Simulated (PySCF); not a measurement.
# C3H4F2O2Si: what the fields show

Input

```
{"job": {"kind": "nmr", "xc": "PBE0", "basis": "pcSseg-1", "pop": false}, "charge": 0, "multiplicity": 1}
O      0.312185    -1.319245    -0.079337
C      1.346635    -0.596959    -0.184651
C      1.346862     0.762937     0.042949
F      2.489110     1.469307    -0.122868
C      0.193696     1.418960     0.473496
O     -0.887459     0.830763     0.669677
Si    -1.420453    -0.881903    -0.058637
F     -2.516544     0.076255    -0.797216
H      2.276428    -1.091871    -0.473445
H      0.249150     2.493497     0.677810
H     -1.849751    -1.300819     1.254285
H     -1.544588    -1.909114    -1.100503
```

Run with:

```sh
OMP_NUM_THREADS=1 python ens_run.py task.json out
```

Geometry: GFN2-xTB.

Level of theory: PBE0/pcSseg-1, SCF density, gas phase, non-relativistic (PySCF).

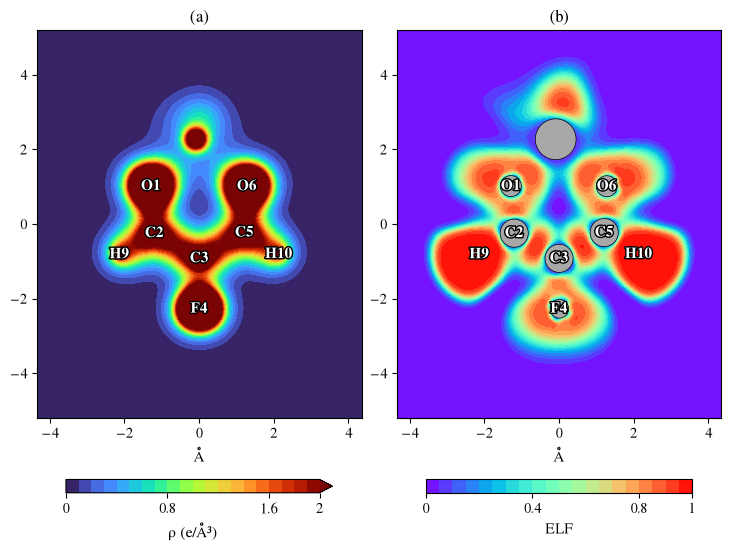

Figure 1. (a) electron density; (b) ELF on the plane of atoms O1, C2 and H9. Grey discs cover the atomic cores in the ELF map.

**What do the fields say about this system?**

- Atoms in the plane: O, C, F and H.
- C–O (1.25 Å): ρ at the midpoint is about 3 e/Å³; the ELF peaks at about 0.90 between the atoms (a polar covalent bond).
- C–F (1.35 Å): ρ is about 2.2 e/Å³ halfway, with its minimum of 1.7 e/Å³ about 0.5 Å from C; the ELF peaks at about 0.85 between the atoms, as expected for a polar covalent bond.
- C–C (1.38 Å): ρ at the midpoint is about 2.2 e/Å³; the ELF peaks at about 0.95 between the atoms; a covalent bond.
- C–H (1.09 Å): ρ is about 2.1 e/Å³ halfway; the ELF climbs to about 1 towards the hydrogen, as it does in any bond to H (a covalent bond by its length).
- The ELF also peaks beside F4, O1 and O6, away from the bonds: lone-pair regions.

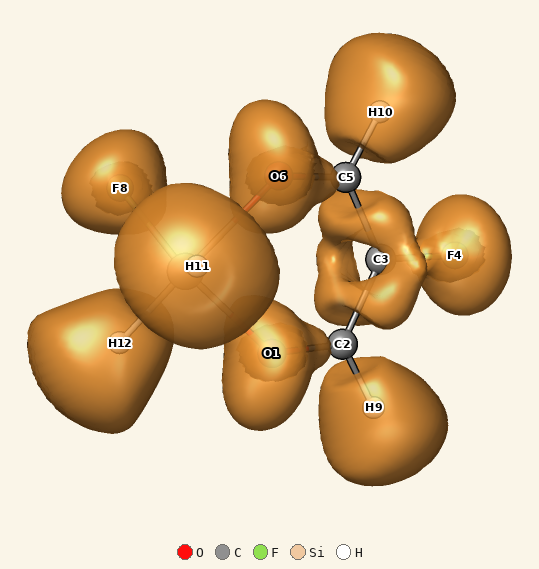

Figure 2. Isosurface of the ELF at 0.75 (orange), seen at a tilt. Only the valence region is drawn (cores and ρ < 0.01 e/Å³ removed).

**Identify the bonds, lone pairs and shells in this picture.**

The surface consists of four regions around hydrogen nuclei, one region on C in which the atom's valence shell and bonds are merged, one region on F in which the atom's valence shell and bonds are merged, two regions on O in which the atom's valence shell and bonds are merged and one region wrapped around F (its lone pairs, merged into a ring or cap).

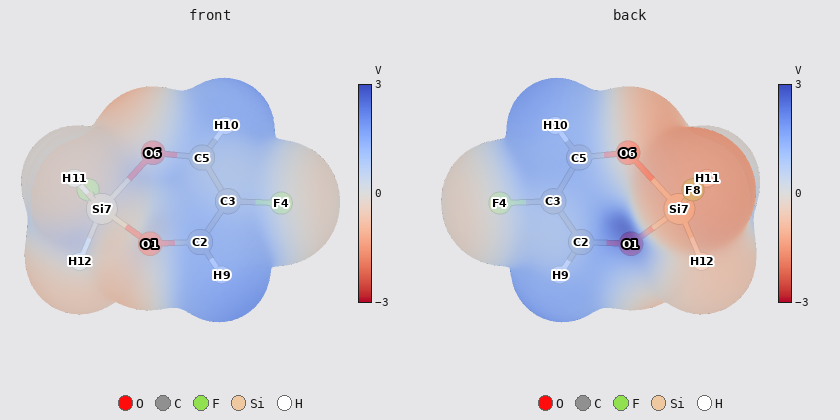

Figure 3. The molecular electrostatic potential painted on the density surface at 0.002 e/bohr³, seen from the front and from behind; the colour scale runs from red (negative) to blue (positive).

**Where is the surface potential most negative and most positive?**

The most negative region (about −1.5 V, or −35 kcal/mol for a unit charge) lies over F8, the most positive (about +2.3 V, or +53 kcal/mol for a unit charge) over Si7.

**How polar is the molecule by this calculation?**

Its dipole moment is 3.43 D.
